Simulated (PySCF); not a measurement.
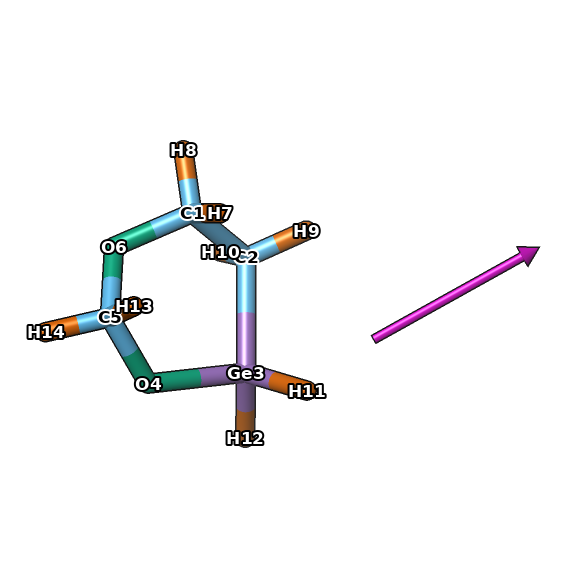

The arrow beside the molecule shows the direction of the dipole moment, from the negative to the positive end (its length means nothing). The geometry was computed by an optimisation with GFN2-xTB. No frequency run is at hand to confirm it as a minimum. Method: B3LYP/pcJ-1 (pcSseg-1 on Ge), gas phase (PySCF 2.14.0).

### Estimate the dipole moment.

2.31 D; it points from the side of H14 to the side of H9 (the outermost atoms at the two ends).

The geometry is semi-empirical. Around Ge such bond lengths and angles can be off by a tenth of an ångström or more and by several degrees, and values that hang on the shape move with them.
